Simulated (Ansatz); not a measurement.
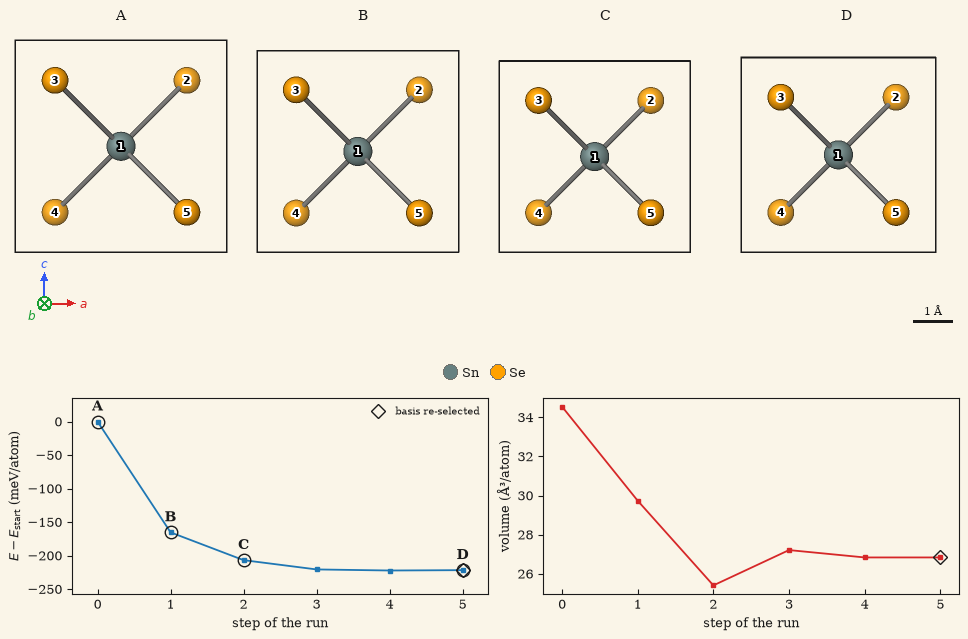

Frames of a relaxation of a crystal of SnSe4 (a generated structure, set up in P-43m) (coarse preliminary run), marked on the history of the run. Style: ball-and-stick. Shown: the cell of the calculation, along the b axis.

All numbers below come from Ansatz 0.2.0, DFT PBE, scalar-relativistic, plane waves, PAW.

Input
```yaml
crystal:
  lattice:
    - [5.56911932, 0.0, 0.0]
    - [0.0, 5.56911932, 0.0]
    - [0.0, 0.0, 5.56911932]
  atoms:
    - { symbol: Sn, position: [0.5, 0.5, 0.5] }
    - { symbol: Se, position: [0.81122321, 0.81122321, 0.81122321] }
    - { symbol: Se, position: [0.18877679, 0.18877679, 0.81122321] }
    - { symbol: Se, position: [0.18877679, 0.81122321, 0.18877679] }
    - { symbol: Se, position: [0.81122321, 0.18877679, 0.18877679] }
basis:
  ecutwfc: 420
kpoints:
  mp_grid: { grid: [4, 4, 4] }
hamiltonian:
  xc: pbe
scf:
  occupations: { method: gaussian, width: 0.1 }
  lower_state_search: "off"
output:
  forces: true
  stress: true
  eigenvalues: true
relax:
  adjacent_minimum: "off"
  f_tol: 0.04
  max_steps: 70
  cell: { stress_tol: 0.4 }
```

Run as
```bash
ansatz run input.yaml --threads 1 --pin off --max-ram 2560MiB --backend cpu --events-out ev --progress --plain --runs-dir out
```

Q: What happens along the run?

A: The largest moves relative to the cell, 0.14 Å, are those of Se2, Se3, Se4 and Se5. Se3 goes along [1 1 −1]. Sn stays in place. The volume changes by −22.3 %, with a = b = c 5.569 → 5.119 Å (−8.1 %). Near-neighbour distances that change, for instance: Sn1–Se2 3.002 → 2.624 Å. The space group stays P-43m (No. 215). Over 4 accepted moves (5 points after the start) the energy falls by 222 meV per atom. Largest force component: 0.12 eV/Å at the start, 0.0018 eV/Å at the end. The pressure goes from −5.96 to 0.05 GPa. At 1 point the geometry stayed and the basis and grid were re-selected for the new cell (energy shift of 0.5 meV per atom at most each time). From step 0 to 1: Se atoms move most (0.05 Å), volume −13.9 %, energy −165 meV per atom. From step 1 to 2: Se atoms move most (0.11 Å), volume −14.6 %, energy −41.5 meV per atom. From step 2 to 5: Se atoms move most (0.02 Å), volume +5.6 %, energy −14.9 meV per atom.
